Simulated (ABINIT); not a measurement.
# MgO (Fm-3m): a self-consistent loop beyond G0W0, cycle by cycle

How far does self-consistency move the gap of MgO (Fm-3m)?

Main program and level: ABINIT 10.8.3; PBE and many-body steps on it, plane waves.

**Experimental background.**

- Gap 7.83 eV: direct gap at Gamma, low temperature; bulk crystal (literature value) (quoted in “The Band-Gap Studies of Short-Period CdO/MgO Superlattices”, 2021, pmc:8035356).

## 1. Set-up

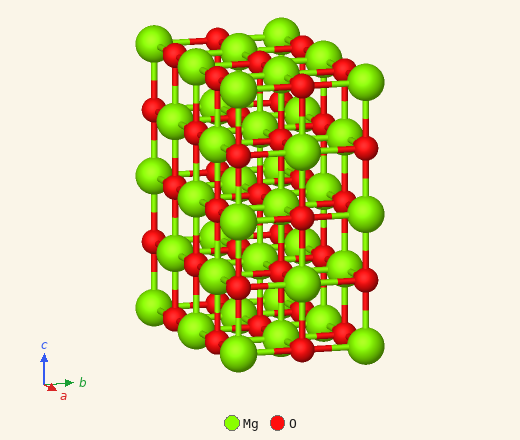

The cell as given, slightly off an axis (magnesium green, oxygen red). 2×1×2 cells are drawn. This picture shows the conventional cell, with its axes. Some periodic images of atoms are drawn too.

The cell and positions are those that the Materials Project relaxed with its own functionals (PBE, PBE+U or r2SCAN), kept fixed.

## 2. Empty states on the mesh, 6×6×6 mesh, 152 bands

This step: ABINIT 10.8.3; DFT, PBE, plane waves, norm-conserving pseudopotentials.

The sums over transitions need many empty states on a uniform mesh; this step solves for them.

run.abi

```
acell 3*1.0 Angstrom
rprim 
  -0.000000000000 2.097001392700 2.097001392700
  2.097001392700 0.000000000000 2.097001392700
  2.097001392700 2.097001392700 0.000000000000
ntypat 2
znucl 12 8
natom 2
typat 1 2
xred 
  0.000000000000 0.000000000000 0.000000000000
  0.500000000000 0.500000000000 0.500000000000
pp_dirpath "pseudos"
pseudos "Mg.upf, O.upf"
ecut 38
ngkpt 6 6 6
nshiftk 1
shiftk 0 0 0
kptopt 1
chksymbreak 0
irdden 1
istwfk *1
nband 152
prtvol 0
optdriver 6
gwr_task "HDIAGO"
paral_kgb 0
occopt 1
indata_prefix "in"
outdata_prefix "out"
tmpdata_prefix "tmp"
```

The run is started by

```console
OMP_NUM_THREADS=1 mpirun -n 8 abinit run.abi > log
```

Log:

```text
.Version 10.8.3 of ABINIT. v10.8.2 released Aug 2026.

 Symmetries : space group Fm -3 m (#225); Bravais cF (face-center cubic)
[... echo of the input left out ...]
== DATASET  1 ==================================================================
-   mpi_nproc: 8, omp_nthreads: 1 (-1 if OMP is not activated)

--- !DatasetInfo
iteration_state: {dtset: 1, }
dimensions: {natom: 2, nkpt: 16, mband: 152, nsppol: 1, nspinor: 1, nspden: 1, mpw: 1411, }
cutoff_energies: {ecut:  38.0, pawecutdg:  -1.0, }
[...]
Direct band gap semiconductor
 Fundamental gap:     4.895 (eV)
   VBM:     4.841 (eV) at k: [ 0.0000E+00,  0.0000E+00,  0.0000E+00]
   CBM:     9.736 (eV) at k: [ 0.0000E+00,  0.0000E+00,  0.0000E+00]
 Direct gap:         4.895 (eV) at k: [ 0.0000E+00,  0.0000E+00,  0.0000E+00]

== END DATASET(S) ==============================================================
================================================================================

 -outvars: echo values of variables after computation  --------
           etotal      0.0000000000E+00
            nband         152
             nkpt          16
          spgroup         225
 [... the other variables as echoed above ...]

 Calculation completed.
```

It took 4.8 s on 8 MPI ranks of Intel Xeon Platinum 8488C (Sapphire Rapids), shared host; peak memory 1.3 GiB.

This step gave:

```yaml
gap: 4.895 eV
k_of_the_valence_top: 0, 0, 0
k_of_the_conduction_bottom: 0, 0, 0
least_direct_gap: 4.895 eV
k_points_computed: 16
lowest_point_of_the_top_converged_band_above_the_valence_top: 203.5316 eV
```

On this mesh the gap is 4.895 eV.

The density comes from a self-consistent run that is not shown.

## 3. Screening, 6×6×6 mesh, 144 bands, screening to 261.2 eV

The RPA dielectric matrix is built and inverted for each q.

This step: RPA screening on PBE, plane waves, norm-conserving pseudopotentials.

run.abi, as its differences from that of step 2:

```diff
@@ -20,10 +20,11 @@
 chksymbreak 0
-irdden 1
 istwfk *1
-nband 152
-prtvol 0
-optdriver 6
-gwr_task "HDIAGO"
-paral_kgb 0
 occopt 1
+irdwfk 1
+optdriver 3
+nband 144
+ecuteps 9.6
+inclvkb 2
+awtr 1
+symchi 1
 indata_prefix "in"
```

Log:

```text
.Version 10.8.3 of ABINIT. v10.8.2 released Aug 2026.

 Symmetries : space group Fm -3 m (#225); Bravais cF (face-center cubic)
[... echo of the input left out ...]
== DATASET  1 ==================================================================
-   mpi_nproc: 8, omp_nthreads: 1 (-1 if OMP is not activated)

--- !DatasetInfo
iteration_state: {dtset: 1, }
dimensions: {natom: 2, nkpt: 16, mband: 144, nsppol: 1, nspinor: 1, nspden: 1, mpw: 1411, }
cutoff_energies: {ecut:  38.0, pawecutdg:  -1.0, }
electrons: {nelect:   1.60000000E+01, charge:   0.00000000E+00, occopt:   1.00000000E+00, tsmear:   1.00000000E-02, }

 SCREENING: Calculation of the susceptibility and dielectric matrices

 Based on a program developped by R.W. Godby, V. Olevano, G. Onida, and L. Reining.
 Incorporated in ABINIT by V. Olevano, G.-M. Rignanese, and M. Torrent.
.Using double precision arithmetic ; gwpc =  8

[... cell and pseudopotentials left out ...]
--------------------------------------------------------------------------------

 ==== K-mesh for the wavefunctions ====
 Number of points in the irreducible wedge :    16
[... list of points left out ...]
 Together with 48 symmetry operations and time-reversal symmetry
 yields   216 points in the full Brillouin Zone.

 ==== Q-mesh for the screening function ====
 Number of points in the irreducible wedge :    16
[... list of points left out ...]
 Together with 48 symmetry operations and time-reversal symmetry
 yields   216 points in the full Brillouin Zone.

 setmesh: FFT mesh size selected  =    24x   24x   24
          total number of points  =        13824

 vcoul_init : cutoff-mode = AUXILIARY_FUNCTION
 q-points for optical limit:   1
     1)      0.000010    0.000020    0.000030

- screening: taking advantage of time-reversal symmetry
- Maximum band index for partially occupied states nbvw = 8
- Remaining bands to be divided among processors   nbcw = 136
- Number of bands treated by each node ~17

 Number of electrons calculated from density =   16.0000; Expected =   16.0000
 average of density, n =  0.128557
 r_s =    1.2291
 omega_plasma =   34.5863 [eV]

 calculating chi0 at frequencies [eV] :
  1    0.000000E+00    0.000000E+00
  2    0.000000E+00    3.458631E+01

--------------------------------------------------------------------------------
  q-point number  1        q = ( 0.000000, 0.000000, 0.000000) [r.l.u.]
--------------------------------------------------------------------------------
[... chi0 elements left out ...]
 For q-point:  0.000010 0.000020 0.000030
  dielectric constant =   3.0186
  dielectric constant without local fields =   3.2379

  Average fulfillment of the sum rule on Im[epsilon] for q-point    1 :     83.44  [%]
[... wings left out ...]
  q-point number  2        q = ( 0.166667, 0.000000, 0.000000) [r.l.u.]
--------------------------------------------------------------------------------
[... chi0 elements left out ...]
  Average fulfillment of the sum rule on Im[epsilon] for q-point    2 :     94.99  [%]

 [... 14 further q-points ...]
```

It took 52 s on 8 MPI ranks; peak memory 1.5 GiB; 6.9 min of CPU time.

Numbers from this step:

```
ε∞ with local fields, on this mesh, along the program's q direction : 3.019
the same without local fields                                       : 3.238
plasma frequency                                                    : 34.59 eV
plane waves in the screening matrix                                 : 169
```

Local fields lower ε∞ by 7 %.

## 4. G0W0

The self-energy is evaluated for the states that the input lists, and the levels follow from it, in one-shot runs by the linearised quasiparticle equation.

This step: G0W0 on PBE, plane waves, norm-conserving pseudopotentials.

run.abi, as its differences from that of step 3:

```diff
@@ -23,8 +23,15 @@
 irdwfk 1
-optdriver 3
+optdriver 4
 nband 144
+gwcalctyp 0
+ecutsigx 38
+symsigma 1
+nkptgw 1
+kptgw 
+  0.0000000000 0.0000000000 0.0000000000
+bdgw 
+  6 12
 ecuteps 9.6
-inclvkb 2
-awtr 1
-symchi 1
+irdscr 1
+ppmodel 1
 indata_prefix "in"
```

Log:

```text
.Version 10.8.3 of ABINIT. v10.8.2 released Aug 2026.

 Symmetries : space group Fm -3 m (#225); Bravais cF (face-center cubic)
[... echo of the input left out ...]
== DATASET  1 ==================================================================
-   mpi_nproc: 8, omp_nthreads: 1 (-1 if OMP is not activated)

--- !DatasetInfo
iteration_state: {dtset: 1, }
dimensions: {natom: 2, nkpt: 16, mband: 144, nsppol: 1, nspinor: 1, nspden: 1, mpw: 1411, }
cutoff_energies: {ecut:  38.0, pawecutdg:  -1.0, }
electrons: {nelect:   1.60000000E+01, charge:   0.00000000E+00, occopt:   1.00000000E+00, tsmear:   1.00000000E-02, }

 SIGMA: Calculation of the GW corrections

 Based on a program developped by R.W. Godby, V. Olevano, G. Onida, and L. Reining.
 Incorporated in ABINIT by V. Olevano, G.-M. Rignanese, and M. Torrent.
.Using double precision arithmetic ; gwpc =  8

[... cell and pseudopotentials left out ...]
--------------------------------------------------------------------------------

 ==== K-mesh for the wavefunctions ====
 Number of points in the irreducible wedge :    16
[... list of points left out ...]
 Together with 48 symmetry operations and time-reversal symmetry
 yields   216 points in the full Brillouin Zone.

 ==== Q-mesh for screening function ====
 Number of points in the irreducible wedge :    16
[... list of points left out ...]
 Together with 48 symmetry operations and time-reversal symmetry
 yields   216 points in the full Brillouin Zone.

 vcoul_init : cutoff-mode = AUXILIARY_FUNCTION
 q-points for optical limit:   1
     1)      0.000010    0.000020    0.000030
 setmesh: FFT mesh size selected  =    32x   32x   32
          total number of points  =        32768

 Number of electrons calculated from density =   16.0000; Expected =   16.0000
 average of density, n =  0.128557
 r_s =    1.2291
 omega_plasma =   34.5863 [eV]

 === KS Band Gaps ===
  >>>> For spin  1
   Minimum direct gap =   4.8948 [eV], located at k-point      :   0.0000  0.0000  0.0000
   Fundamental gap    =   4.8948 [eV], Top of valence bands at :   0.0000  0.0000  0.0000
                                       Bottom of conduction at :   0.0000  0.0000  0.0000
 SIGMA fundamental parameters:
 PLASMON POLE MODEL  1
 number of plane-waves for SigmaX                 1411
 number of plane-waves for SigmaC and W            169
 number of plane-waves for wavefunctions          1411
 number of bands                                   144
 number of independent spin polarizations            1
 number of spinorial components                      1
 number of k-points in IBZ                          16
 number of q-points in IBZ                          16
 number of symmetry operations                      48
 number of k-points in BZ                          216
 number of q-points in BZ                          216
 number of frequencies for dSigma/dE                 9
 frequency step for dSigma/dE [eV]                0.25
 number of omega for Sigma on real axis              0
 max omega for Sigma on real axis  [eV]           0.00
 zcut for avoiding poles [eV]                     0.10

 EPSILON^-1 parameters (SCR file):
 dimension of the eps^-1 matrix on file            169
 dimension of the eps^-1 matrix used               169
 number of plane-waves for wavefunctions          1411
 number of bands                                   144
 number of q-points in IBZ                          16
 number of frequencies                               2
 number of real frequencies                          1
 number of imag frequencies                          1

 matrix elements of self-energy operator (all in [eV])

 Perturbative Calculation

--- !SelfEnergy_ee
iteration_state: {dtset: 1, }
kpoint     : [   0.000,    0.000,    0.000, ]
spin       : 1
KS_gap     :    4.895
QP_gap     :    7.253
Delta_QP_KS:    2.359
data: !SigmaeeData |
     Band     E0 <VxcDFT>   SigX SigC(E0)      Z dSigC/dE  Sig(E)    E-E0       E
        6   4.841 -20.153 -25.631   3.629   0.808  -0.238 -21.647  -1.493   3.348
        7   4.841 -20.153 -25.631   3.629   0.808  -0.238 -21.647  -1.493   3.348
        8   4.841 -20.153 -25.631   3.629   0.808  -0.238 -21.647  -1.493   3.348
        9   9.736 -13.562  -8.944  -3.605   0.855  -0.170 -12.696   0.866  10.601
       10  20.877  -9.643  -3.728  -4.683   0.866  -0.155  -8.577   1.066  21.943
       11  20.877  -9.643  -3.728  -4.683   0.866  -0.155  -8.577   1.066  21.943
       12  20.877  -9.643  -3.728  -4.683   0.866  -0.155  -8.577   1.066  21.943

== END DATASET(S) ==============================================================
================================================================================

 -outvars: echo values of variables after computation  --------
           etotal      0.0000000000E+00
            nband         144
             nkpt          16
          spgroup         225
 [... the other variables as echoed above ...]

 Calculation completed.
```

Elapsed: 4.6 s, on 8 MPI ranks; peak memory 1.2 GiB; 35 s of CPU time.

Numbers from this step:

- G0W0 gap on the points computed: 7.253 eV
- starting gap on the mesh: 4.895 eV
- k of the valence top: 0, 0, 0
- k of the conduction bottom: 0, 0, 0
- Z at the valence top: 0.808
- Z at the conduction bottom: 0.855
- least direct G0W0 gap on the computed points: 7.253 eV

The gap on the mesh goes from 4.89 eV to 7.25 eV, a correction of +2.36 eV.

## 5. evGW0, cycle 1

This step: evGW0 on PBE, plane waves, norm-conserving pseudopotentials.

run.abi, as its differences from that of step 4:

```diff
@@ -25,10 +25,40 @@
 nband 144
-gwcalctyp 0
+gwcalctyp 10
 ecutsigx 38
 symsigma 1
-nkptgw 1
+nkptgw 16
 kptgw 
   0.0000000000 0.0000000000 0.0000000000
+  0.1666666667 0.0000000000 0.0000000000
+  0.3333333333 0.0000000000 0.0000000000
+  0.5000000000 0.0000000000 0.0000000000
+  0.1666666667 0.1666666667 0.0000000000
+  0.3333333333 0.1666666667 0.0000000000
+  0.5000000000 0.1666666667 0.0000000000
+  -0.3333333333 0.1666666667 0.0000000000
+  -0.1666666667 0.1666666667 0.0000000000
+  0.3333333333 0.3333333333 0.0000000000
+  0.5000000000 0.3333333333 0.0000000000
+  -0.3333333333 0.3333333333 0.0000000000
+  0.5000000000 0.5000000000 0.0000000000
+  0.5000000000 0.3333333333 0.1666666667
+  -0.3333333333 0.3333333333 0.1666666667
+  -0.3333333333 0.5000000000 0.1666666667
 bdgw 
-  6 12
+  1 15
+  1 15
+  1 15
+  1 15
+  1 15
+  1 15
+  1 15
+  1 15
+  1 15
+  1 15
+  1 15
+  1 15
+  1 15
+  1 15
+  1 15
+  1 15
 ecuteps 9.6
```

Log:

```text
.Version 10.8.3 of ABINIT. v10.8.2 released Aug 2026.

 Symmetries : space group Fm -3 m (#225); Bravais cF (face-center cubic)
[... echo of the input left out ...]
== DATASET  1 ==================================================================
-   mpi_nproc: 8, omp_nthreads: 1 (-1 if OMP is not activated)

--- !DatasetInfo
iteration_state: {dtset: 1, }
dimensions: {natom: 2, nkpt: 16, mband: 144, nsppol: 1, nspinor: 1, nspden: 1, mpw: 1411, }
cutoff_energies: {ecut:  38.0, pawecutdg:  -1.0, }
electrons: {nelect:   1.60000000E+01, charge:   0.00000000E+00, occopt:   1.00000000E+00, tsmear:   1.00000000E-02, }

 SIGMA: Calculation of the GW corrections

 Based on a program developped by R.W. Godby, V. Olevano, G. Onida, and L. Reining.
 Incorporated in ABINIT by V. Olevano, G.-M. Rignanese, and M. Torrent.
.Using double precision arithmetic ; gwpc =  8

[... cell and pseudopotentials left out ...]
--------------------------------------------------------------------------------

 ==== K-mesh for the wavefunctions ====
 Number of points in the irreducible wedge :    16
[... list of points left out ...]
 Together with 48 symmetry operations and time-reversal symmetry
 yields   216 points in the full Brillouin Zone.

 ==== Q-mesh for screening function ====
 Number of points in the irreducible wedge :    16
[... list of points left out ...]
 Together with 48 symmetry operations and time-reversal symmetry
 yields   216 points in the full Brillouin Zone.

 vcoul_init : cutoff-mode = AUXILIARY_FUNCTION
 q-points for optical limit:   1
     1)      0.000010    0.000020    0.000030
 setmesh: FFT mesh size selected  =    32x   32x   32
          total number of points  =        32768

 Number of electrons calculated from density =   16.0000; Expected =   16.0000
[...]
--- !SelfEnergy_ee
iteration_state: {dtset: 1, }
kpoint     : [  -0.333,    0.500,    0.167, ]
spin       : 1
KS_gap     :   12.350
QP_gap     :   15.281
Delta_QP_KS:    2.931
data: !SigmaeeData |
     Band     E_DFT   <VxcDFT>   E(N-1)  <Hhartree>   SigX  SigC[E(N-1)]    Z     dSigC/dE  Sig[E(N)]  DeltaE  E(N)_pert E(N)_diago
[...]
14    29.822   -10.733    29.822    40.556    -3.482    -5.734     0.825    -0.212    -9.482     1.252    31.074    31.340
       15    31.546   -12.706    31.546    44.251    -5.057    -5.869     0.809    -0.236   -11.265     1.441    32.986    33.326

 New Fermi energy :        2.524739E-01 Ha ,    6.870165E+00 eV
 New Exchange energy :    -1.100646E+01 Ha ,   -2.995010E+02 eV

 === QP Band Gaps ===
  >>>> For spin  1
   Minimum direct gap =   7.7559 [eV], located at k-point      :   0.0000  0.0000  0.0000
   Fundamental gap    =   7.7559 [eV], Top of valence bands at :   0.0000  0.0000  0.0000
                                       Bottom of conduction at :   0.0000  0.0000  0.0000

 writing QP data on file : out_QPS

 Convergence of QP corrections
 >>>>> For spin  1 <<<<<
.  kptgw no:  1; Maximum DeltaE = ( -47.141 -27.849) for band index:  1
.  kptgw no:  2; Maximum DeltaE = (-155.499 -91.095) for band index:  1
.  kptgw no:  3; Maximum DeltaE = ( -45.012 -26.776) for band index:  1
.  kptgw no:  4; Maximum DeltaE = ( -74.629 -44.143) for band index:  1
[...]
.  kptgw no:  9; Maximum DeltaE = (-125.637 -69.421) for band index:  1
[...]
.  kptgw no: 15; Maximum DeltaE = ( -33.306 -18.662) for band index:  1
.  kptgw no: 16; Maximum DeltaE = ( -37.943 -20.133) for band index:  1

== END DATASET(S) ==============================================================
================================================================================

 -outvars: echo values of variables after computation  --------
           etotal      0.0000000000E+00
            nband         144
             nkpt          16
          spgroup         225
 [... the other variables as echoed above ...]

 Calculation completed.
```

Run time: 7.2 min. Hardware: 8 MPI ranks; peak memory 2.2 GiB; 58 min of CPU time.

This step gave:

- quasiparticle gap on the mesh: 7.756 eV
- gap of the density functional on the mesh: 4.895 eV
- k of the valence top: 0, 0, 0
- k of the conduction bottom: 0, 0, 0
- Z at the valence top: 0.808
- Z at the conduction bottom: 0.855
- least direct quasiparticle gap on the computed points: 7.756 eV

Against G0W0 in ABINIT (6×6×6 mesh, 144 bands, screening to 261.2 eV, Godby-Needs plasmon pole), the gap moves by +0.503 eV. This first cycle still uses the starting levels; it takes the full correction, at all points of the mesh, and its linearised value is 7.253 eV.

## 6. evGW0, cycle 2

The corrected levels of the last cycle go back in.

run.abi, as its differences from that of step 5:

```diff
@@ -66,2 +66,3 @@
 ppmodel 1
+irdqps 1
 indata_prefix "in"
```

Log:

```text
.Version 10.8.3 of ABINIT. v10.8.2 released Aug 2026.

 Symmetries : space group Fm -3 m (#225); Bravais cF (face-center cubic)
[... echo of the input left out ...]
== DATASET  1 ==================================================================
-   mpi_nproc: 8, omp_nthreads: 1 (-1 if OMP is not activated)

--- !DatasetInfo
iteration_state: {dtset: 1, }
dimensions: {natom: 2, nkpt: 16, mband: 144, nsppol: 1, nspinor: 1, nspden: 1, mpw: 1411, }
cutoff_energies: {ecut:  38.0, pawecutdg:  -1.0, }
[...]
.  kptgw no:  3; Maximum DeltaE = (  -0.553  -1.006) for band index:  1
[...]
.  kptgw no: 15; Maximum DeltaE = (  -0.570  -0.971) for band index:  1
.  kptgw no: 16; Maximum DeltaE = (  -0.175  -1.060) for band index:  1

== END DATASET(S) ==============================================================
================================================================================

 -outvars: echo values of variables after computation  --------
           etotal      0.0000000000E+00
            nband         144
             nkpt          16
          spgroup         225
 [... the other variables as echoed above ...]

 Calculation completed.
```

The job ended after 7.2 min (8 MPI ranks; peak memory 2.2 GiB).

Numbers from this step:

* quasiparticle gap on the mesh: 7.636 eV
* gap of the density functional on the mesh: 4.895 eV
* k of the valence top: 0, 0, 0
* k of the conduction bottom: 0, 0, 0
* least direct quasiparticle gap on the computed points: 7.636 eV

Against the cycle before, the gap moves by −0.120 eV.

[end of part 1 of 3]

[Paths, hosts, dates, memory and timing lines, banners, echoed tables and standing remarks are left out of the program output.]

[Logs are printed without paths, hosts, clocks, repeated set-up lines and the standing remarks that a program may print on its own settings, such as how far it seeks lower states.]

[Runs of the session that timed out or met a known fault of the program may be left out.]

[Hosts, paths, dates, database ids (printed as entryN), source tags and the programs' standing remarks are cut or masked in the printed files.]

[G0W0 gaps are taken among the corrected bands and points alone; a level outside them can change the order at an edge.]

[Where Ansatz stands beside ABINIT at settings called matched, ABINIT's density can come from a denser mesh and the files from another edition; pairs whose starting gaps differed by over 0.03 eV were left out, so agreement reads better than it is.]
